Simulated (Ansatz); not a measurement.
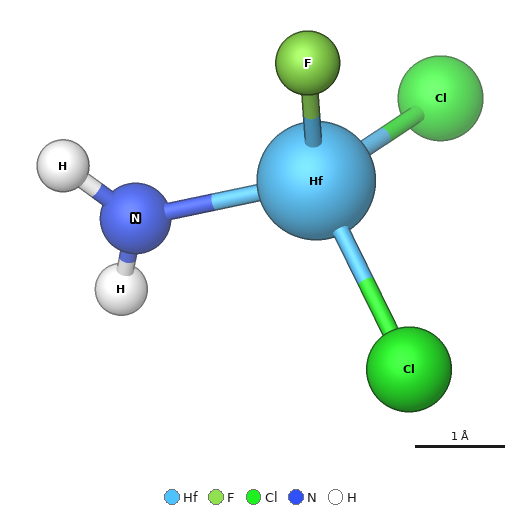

Figure 1. The input geometry (ball-and-stick view, seen at a tilt). Sticks mark near contacts.

## Run report: HfNH₂Cl₂F, geometry relaxation

System: HfNH₂Cl₂F.
Method: RKS PBE/def2-SVP (Ansatz 0.2.0).

It belongs to a series of runs on one base structure; here: start relaxed.

### What the program printed
```
The last accepted step is kept in [file] (removed where the run ends without a failure and the disk answers)
Engine: ansatz 0.2.0, x86_64-unknown-linux-gnu
Functional definition: PBE
  parameter kappa = 0.804
  parameter beta = 0.06672455060314922
  exchange = pbe_x(kappa = kappa, mu = beta*pi^2/3)
  correlation = pbe_c(beta = beta)
1140 factors; their error is unknown
mean field evaluation 1: about -30561.8252 eV, gradient 7.5e1 eV
mean field evaluation 2: about -30378.0883 eV, gradient 2.8e2 eV
mean field evaluation 4: about -30570.7185 eV, gradient 3.9e1 eV
mean field evaluation 8: about -30573.5989 eV, gradient 3.6e-1 eV
mean field evaluation 16: about -30573.5026 eV, gradient 5.3e-4 eV
mean field -30573.50257297 eV, -1123.5554960924 hartree, gradient 1.9e-5 eV, S^2 0.000000; 0 other end points of the search recorded, 0 dependent functions left out
the calculation of the forces begins
reference -30573.50265019 eV, -1123.5554989299 hartree; 32, 32 occupied and 74, 74 virtual orbitals, 1140 factors
relax step   1: F+E_penalty+E_count = -30573.50257297 eV  Δ(F+E_penalty+E_count) = +0.000e0 eV  max|allowed force component| = 2.125e0 eV/Å  Δτ_max = 0.0000 Å  (29 SCF iters, accepted)
these checks for a lower state are left out or cut short: starts, cluster_reference, orbital_swaps, neighbouring_geometries, increment
1140 factors; their error is unknown
mean field -30574.26548074 eV, -1123.5835324356 hartree, gradient 1.4e-5 eV, S^2 0.000000; 0 other end points of the search recorded, 0 dependent functions left out
the calculation of the forces begins
reference -30574.26555713 eV, -1123.5835352429 hartree; 32, 32 occupied and 74, 74 virtual orbitals, 1140 factors
relax step   2: F+E_penalty+E_count = -30574.26548074 eV  Δ(F+E_penalty+E_count) = -7.629e-1 eV  max|allowed force component| = 9.566e-1 eV/Å  Δτ_max = 0.1949 Å  (34 SCF iters, accepted)
these checks for a lower state are left out or cut short: starts, cluster_reference, orbital_swaps, neighbouring_geometries, increment
1140 factors; their error is unknown
mean field evaluation 32: about -30574.3456 eV, gradient 9.9e-5 eV
mean field -30574.34558415 eV, -1123.5864761817 hartree, gradient 1.3e-5 eV, S^2 0.000000; 0 other end points of the search recorded, 0 dependent functions left out
the calculation of the forces begins
reference -30574.34566064 eV, -1123.5864789925 hartree; 32, 32 occupied and 74, 74 virtual orbitals, 1140 factors
relax step   3: F+E_penalty+E_count = -30574.34558415 eV  Δ(F+E_penalty+E_count) = -8.010e-2 eV  max|allowed force component| = 1.644e-1 eV/Å  Δτ_max = 0.0805 Å  (35 SCF iters, accepted)
these checks for a lower state are left out or cut short: starts, cluster_reference, orbital_swaps, neighbouring_geometries, increment
1140 factors; their error is unknown
mean field -30574.34971802 eV, -1123.5866280988 hartree, gradient 1.0e-5 eV, S^2 0.000000; 0 other end points of the search recorded, 0 dependent functions left out
the calculation of the forces begins
reference -30574.34979447 eV, -1123.5866309081 hartree; 32, 32 occupied and 74, 74 virtual orbitals, 1140 factors
relax step   4: F+E_penalty+E_count = -30574.34971802 eV  Δ(F+E_penalty+E_count) = -4.134e-3 eV  max|allowed force component| = 8.512e-2 eV/Å  Δτ_max = 0.0256 Å  (29 SCF iters, accepted)
these checks for a lower state are left out or cut short: starts, cluster_reference, orbital_swaps, neighbouring_geometries, increment
1140 factors; their error is unknown
mean field -30574.35007988 eV, -1123.5866413968 hartree, gradient 1.4e-5 eV, S^2 0.000000; 0 other end points of the search recorded, 0 dependent functions left out
the calculation of the forces begins
reference -30574.35015635 eV, -1123.5866442069 hartree; 32, 32 occupied and 74, 74 virtual orbitals, 1140 factors
relax step   5: F+E_penalty+E_count = -30574.35007988 eV  Δ(F+E_penalty+E_count) = -3.619e-4 eV  max|allowed force component| = 1.660e-2 eV/Å  Δτ_max = 0.0190 Å  (29 SCF iters, accepted)
these checks for a lower state are left out or cut short: starts, cluster_reference, orbital_swaps, neighbouring_geometries, increment
1140 factors; their error is unknown
mean field -30574.35031267 eV, -1123.5866499517 hartree, gradient 1.3e-5 eV, S^2 0.000000; 0 other end points of the search recorded, 0 dependent functions left out
the calculation of the forces begins
reference -30574.35038917 eV, -1123.5866527628 hartree; 32, 32 occupied and 74, 74 virtual orbitals, 1140 factors
relax step   6: F+E_penalty+E_count = -30574.35031267 eV  Δ(F+E_penalty+E_count) = -2.328e-4 eV  max|allowed force component| = 5.099e-2 eV/Å  Δτ_max = 0.0345 Å  (29 SCF iters, accepted)
these checks for a lower state are left out or cut short: starts, cluster_reference, orbital_swaps, neighbouring_geometries, increment
1140 factors; their error is unknown
mean field -30574.35038418 eV, -1123.5866525796 hartree, gradient 1.4e-5 eV, S^2 0.000000; 0 other end points of the search recorded, 0 dependent functions left out
the calculation of the forces begins
reference -30574.35046068 eV, -1123.5866553910 hartree; 32, 32 occupied and 74, 74 virtual orbitals, 1140 factors
relax step   7: F+E_penalty+E_count = -30574.35038418 eV  Δ(F+E_penalty+E_count) = -7.151e-5 eV  max|allowed force component| = 4.192e-2 eV/Å  Δτ_max = 0.0182 Å  (30 SCF iters, accepted)
these checks for a lower state are left out or cut short: starts, cluster_reference, orbital_swaps, neighbouring_geometries, increment
1140 factors; their error is unknown
mean field evaluation 64: about -30574.4416 eV, gradient 1.7e0 eV
mean field -30574.35042207 eV, -1123.5866539718 hartree, gradient 1.4e-5 eV, S^2 0.000000; 0 other end points of the search recorded, 0 dependent functions left out
the calculation of the forces begins
reference -30574.35049857 eV, -1123.5866567834 hartree; 32, 32 occupied and 74, 74 virtual orbitals, 1140 factors
relax step   8: F+E_penalty+E_count = -30574.35042207 eV  Δ(F+E_penalty+E_count) = -3.788e-5 eV  max|allowed force component| = 1.285e-2 eV/Å  Δτ_max = 0.0219 Å  (31 SCF iters, accepted)
1140 factors; their error is unknown
mean field evaluation 96: about -30574.3504 eV, gradient 6.2e-5 eV
```

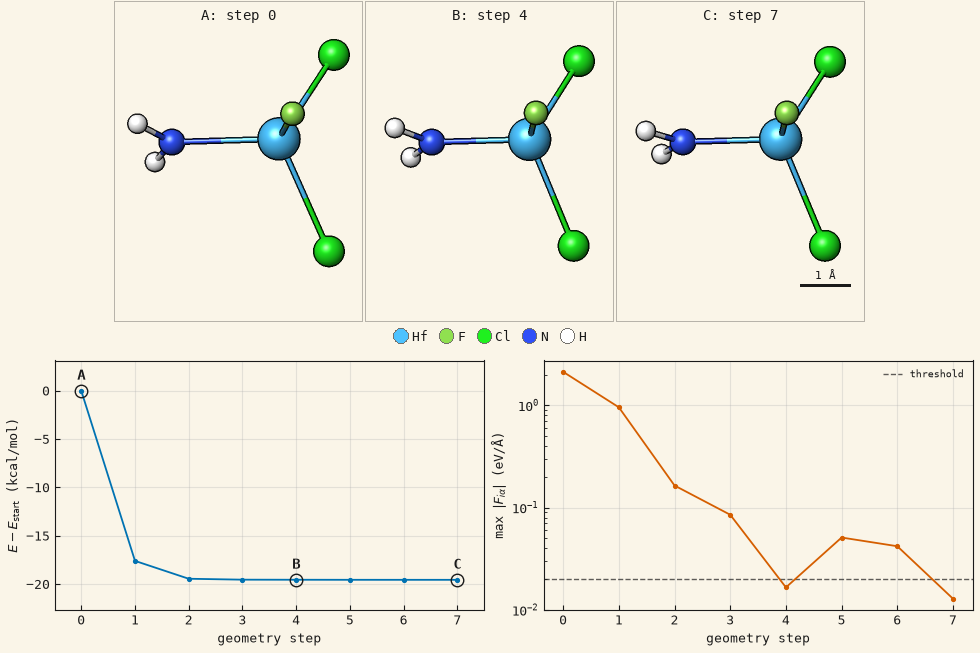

Figure 2. Frames of the relaxation (ball-and-stick view, seen at a tilt) above the curves, on which the letters mark them (the first geometry is step 0 here and step 1 in the log).

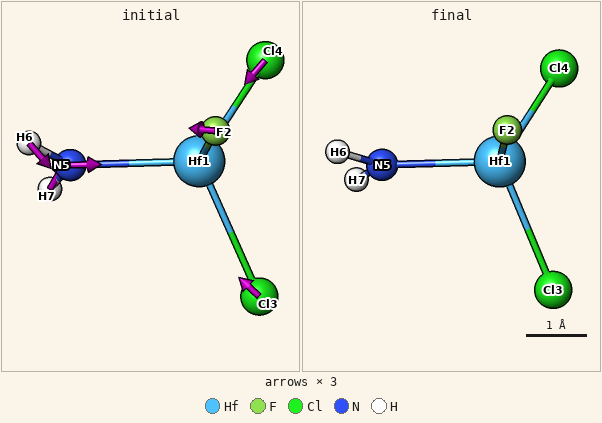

Figure 3. Before (left) and after (right) the relaxation, at one scale (ball-and-stick view, seen at a tilt). The pink arrows give the displacements, magnified 3 times. Over 7 geometry steps the energy falls by 19.6 kcal/mol. The largest force component goes from 2.1 to 0.013 eV/Å. The largest moves after the best rigid fit, 0.20 Å, are those of H6 and H7. Largest moves by element: H 0.20 Å, N 0.18 Å, Cl 0.18 Å, F 0.17 Å, Hf 0.02 Å. Among the contacts that change: Hf1–N5 2.208 → 2.013 Å, Hf1–Cl3 2.520 → 2.369 Å, Hf1–F2 1.980 → 1.911 Å, N5–H6 1.060 → 1.028 Å. Among the angles that change: H6–N5–H7 120.0° → 108.5°, Hf1–N5–H6 120.0° → 125.6°, F2–Hf1–N5 109.5° → 104.9°. (Atoms are counted from 1 in the order of the input.)

```
mean field -30574.35042207 eV, -1123.5866539718 hartree, gradient 1.4e-5 eV, S^2 0.000000; 1 other end points of the search recorded, 0 dependent functions left out
the calculation of the forces begins
reference -30574.35049857 eV, -1123.5866567834 hartree; 32, 32 occupied and 74, 74 virtual orbitals, 1140 factors
Total energy: -30574.35049857 eV, -1123.5866567834 hartree
Atom 0 at    -0.002511    -0.004958    -0.017150 Å, force    -0.006879    -0.000602    -0.001469 eV/Å
Atom 1 at    -0.098425    -0.109103     1.888579 Å, force    -0.000097    -0.000234     0.000318 eV/Å
Atom 2 at     2.222700    -0.056238    -0.827717 Å, force     0.001231    -0.000339    -0.001884 eV/Å
Atom 3 at    -1.122789     1.891739    -0.888806 Å, force     0.002781    -0.001056     0.000771 eV/Å
Atom 4 at    -0.953117    -1.653166    -0.674758 Å, force    -0.010039    -0.012855     0.005433 eV/Å
Atom 5 at    -1.387208    -2.371020    -0.081061 Å, force     0.009476     0.012306    -0.011497 eV/Å
Atom 6 at    -1.091451    -1.916654    -1.658487 Å, force     0.003527     0.002780     0.008328 eV/Å
Dipole moment:    -0.299963    -0.516112    -0.111358 e Å
```

### Trajectory as extended XYZ (Å, eV, eV/Å), 8 frames, from step=1 to step=8
```
7
Properties=species:S:1:pos:R:3:forces:R:3 step=1 energy=-30573.50257
Hf    0.0000    0.0000    0.0000   -0.3576  -0.7917  -0.3144
F     0.0000    0.0000    1.9800   -0.1001  -0.0907  -1.9287
Cl    2.3764    0.0000   -0.8392   -1.8159  -0.0129   0.5815
Cl   -1.1869    2.0563   -0.8392    0.8734  -1.5305   0.5946
N    -1.0409   -1.8034   -0.7359    1.2259   2.1252   0.9632
H    -1.5759   -2.4197   -0.0595    0.5689   0.4435  -1.3753
H    -1.0055   -2.0526   -1.7656   -0.3946  -0.1428   1.4791
7
Properties=species:S:1:pos:R:3:forces:R:3 step=2 energy=-30574.26548
Hf   -0.0252   -0.0553   -0.0673    0.3292   0.6222   0.9566
F    -0.0300   -0.0352    1.8449   -0.1081  -0.1382  -0.0266
Cl    2.1868   -0.0127   -0.7999    0.5456  -0.0747  -0.3125
Cl   -1.1014    1.8872   -0.7936   -0.3086   0.3952  -0.2712
N    -0.9694   -1.6855   -0.6847   -0.5360  -0.9336  -0.3921
H    -1.5119   -2.3329   -0.0771    0.2483   0.2068  -0.5544
H    -0.9816   -1.9850   -1.6816   -0.1703  -0.0776   0.6002
7
Properties=species:S:1:pos:R:3:forces:R:3 step=3 energy=-30574.34558
Hf   -0.0009   -0.0194   -0.0268   -0.0252   0.0160   0.1324
F    -0.0807   -0.0842    1.8836   -0.0127  -0.0309  -0.0814
Cl    2.2167   -0.0398   -0.8522    0.0113  -0.0214  -0.0287
Cl   -1.1272    1.8998   -0.8386   -0.0095  -0.0157  -0.0255
N    -0.9573   -1.6738   -0.6758    0.0539   0.0777  -0.0034
H    -1.4838   -2.3343   -0.0870    0.0486   0.0284  -0.1579
H    -0.9995   -1.9677   -1.6627   -0.0663  -0.0541   0.1644
7
Properties=species:S:1:pos:R:3:forces:R:3 step=4 energy=-30574.34972
Hf    0.0022   -0.0083   -0.0136   -0.0224  -0.0340  -0.0281
F    -0.0944   -0.1040    1.8923    0.0004  -0.0026   0.0130
Cl    2.2123   -0.0566   -0.8628    0.0037   0.0025   0.0037
Cl   -1.1343    1.8909   -0.8585    0.0014   0.0036  -0.0015
N    -0.9477   -1.6587   -0.6717    0.0502   0.0851   0.0201
H    -1.4614   -2.3311   -0.0907   -0.0120  -0.0286  -0.0054
H    -1.0094   -1.9515   -1.6544   -0.0214  -0.0261  -0.0019
7
Properties=species:S:1:pos:R:3:forces:R:3 step=5 energy=-30574.35008
Hf    0.0012   -0.0076   -0.0149   -0.0080   0.0015  -0.0020
F    -0.0976   -0.1063    1.8911    0.0037  -0.0011   0.0013
Cl    2.2144   -0.0564   -0.8568    0.0022   0.0011   0.0039
Cl   -1.1308    1.8926   -0.8644    0.0025  -0.0016  -0.0008
N    -0.9485   -1.6563   -0.6717    0.0103   0.0166   0.0000
H    -1.4449   -2.3401   -0.0881   -0.0010  -0.0071  -0.0008
H    -1.0267   -1.9453   -1.6546   -0.0098  -0.0093  -0.0016
7
Properties=species:S:1:pos:R:3:forces:R:3 step=6 energy=-30574.35031
Hf   -0.0012   -0.0060   -0.0164    0.0089   0.0147   0.0115
F    -0.0976   -0.1086    1.8896    0.0005   0.0007  -0.0058
Cl    2.2186   -0.0555   -0.8422   -0.0023   0.0001   0.0015
Cl   -1.1264    1.8934   -0.8764    0.0016  -0.0021   0.0000
N    -0.9502   -1.6542   -0.6731   -0.0331  -0.0510  -0.0191
H    -1.4173   -2.3554   -0.0839    0.0199   0.0255  -0.0144
H    -1.0588   -1.9330   -1.6569    0.0045   0.0120   0.0262
7
Properties=species:S:1:pos:R:3:forces:R:3 step=7 energy=-30574.35038
Hf   -0.0029   -0.0052   -0.0168    0.0036   0.0123   0.0058
F    -0.0993   -0.1088    1.8891    0.0015  -0.0001  -0.0036
Cl    2.2190   -0.0563   -0.8368   -0.0020  -0.0008   0.0019
Cl   -1.1227    1.8954   -0.8812    0.0010  -0.0040   0.0002
N    -0.9532   -1.6530   -0.6739   -0.0206  -0.0419  -0.0082
H    -1.4014   -2.3642   -0.0823    0.0137   0.0234  -0.0122
H    -1.0724   -1.9273   -1.6575    0.0028   0.0109   0.0160
7
Properties=species:S:1:pos:R:3:forces:R:3 step=8 energy=-30574.35042
Hf   -0.0025   -0.0050   -0.0171   -0.0069  -0.0006  -0.0015
F    -0.0984   -0.1091    1.8886   -0.0001  -0.0002   0.0003
Cl    2.2227   -0.0562   -0.8277    0.0012  -0.0003  -0.0019
Cl   -1.1228    1.8917   -0.8888    0.0028  -0.0011   0.0008
N    -0.9531   -1.6532   -0.6748   -0.0100  -0.0129   0.0054
H    -1.3872   -2.3710   -0.0811    0.0095   0.0123  -0.0115
H    -1.0915   -1.9167   -1.6585    0.0035   0.0028   0.0083
```

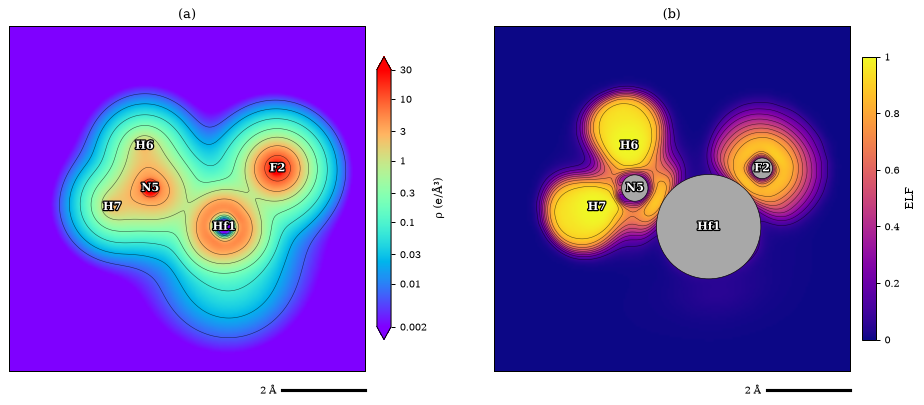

Figure 4. (a) electron density; (b) ELF on the plane of atoms F2, Hf1 and N5. Grey discs, where drawn, cover atomic cores. Hf–N (2.01 Å): ρ at the midpoint is about 0.85 e/Å³; the ELF peaks at about 0.90 in the valence shell of N, 0.6 Å from its nucleus, and is about 0.30 at the midpoint.

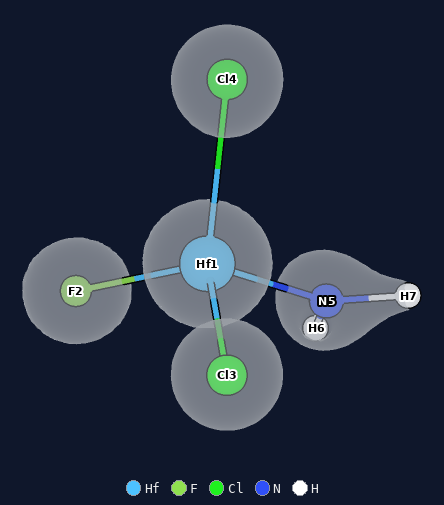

Figure 5. Isosurface of the electron density at 1.5 e/Å³ (grey), seen at an oblique angle. At this value the surface falls into five separate pieces. It is pinched off along the Hf–F (1.91 Å), Hf–N (2.01 Å) and Hf–Cl (2.37 Å) contacts. On the grid the lowest density along these lines, outside the cores, is 0.84 e/Å³ (Hf–F, 1.91 Å), 0.84 e/Å³ (Hf–N, 2.01 Å), 0.54 e/Å³ (Hf–Cl, 2.37 Å) and 2.1 e/Å³ (N–H, 1.03 Å).

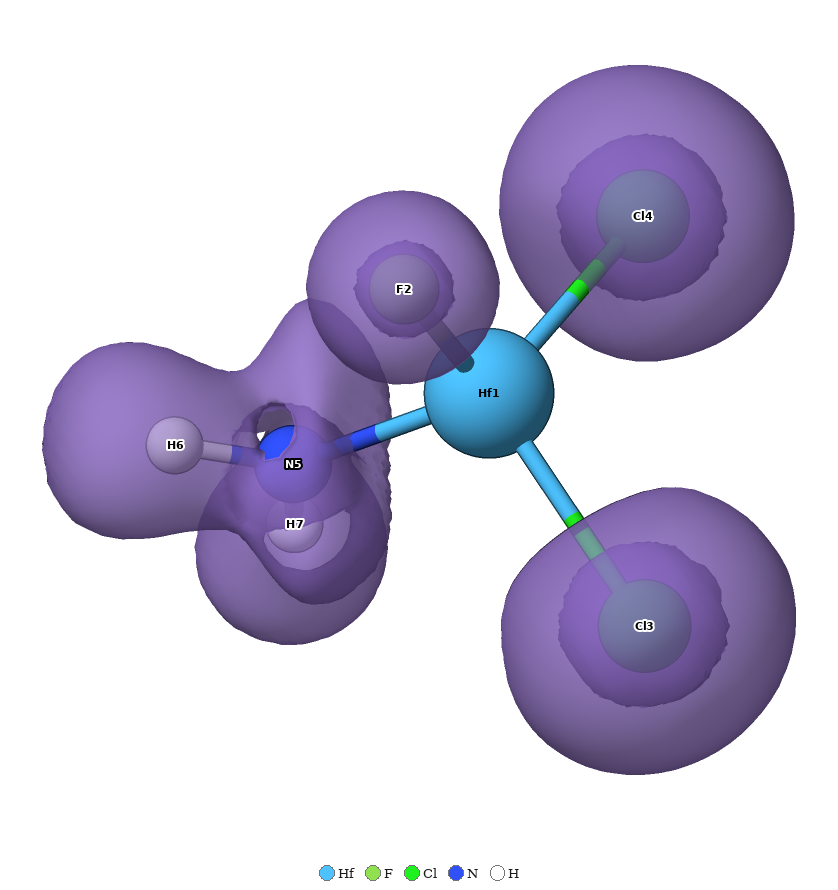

Figure 6. Isosurface of the electron localisation function at 0.75 (purple), seen at a tilt. Only the valence region is drawn (cores and ρ < 0.01 e/Å³ removed). Values along the shortest contacts: Hf–F (1.91 Å): the ELF peaks at about 0.85 in the valence shell of F, 0.5 Å from its nucleus, and drops to about 0.20 between the two atoms. Hf–N (2.01 Å): the ELF peaks at about 0.90 in the valence shell of N, 0.6 Å from its nucleus, and is about 0.30 at the midpoint.

The run was set up as follows.

### Input
```yaml
crystal:
  periodic: [false, false, false]
  atoms:
    - { symbol: Hf, position_ang: [0.0, 0.0, 0.0] }
    - { symbol: F, position_ang: [0.0, 0.0, 1.98] }
    - { symbol: Cl, position_ang: [2.3764, 0.0, -0.8392] }
    - { symbol: Cl, position_ang: [-1.1869, 2.0563, -0.8392] }
    - { symbol: "N", position_ang: [-1.0409, -1.8034, -0.7359] }
    - { symbol: H, position_ang: [-1.5759, -2.4197, -0.0595] }
    - { symbol: H, position_ang: [-1.0055, -2.0526, -1.7656] }
basis:
  gaussian: { orbitals: def2-SVP }
hamiltonian:
  xc: pbe
relax:
  f_tol: 0.02
  max_steps: 40
output:
  orbitals: {}
```

Run as:
```bash
ansatz run input.yaml --threads 2 --pin off --max-ram 3072MiB --backend cpu --events-out ev --progress --plain --runs-dir out
```

### Key numbers

| quantity | value |
| --- | --- |
| outcome | converged |
| total energy | −30574.3505 eV |
| mean-field energy | −30574.3505 eV |
| largest force (length of the vector) at the end | 0.019 eV/Å |
| hardware | 2 threads of Intel Xeon (Granite Rapids), 32 GiB of memory available, shared host |
| wall time | 13 s (CPU time 24 s) |
| peak memory | 0.23 GiB |
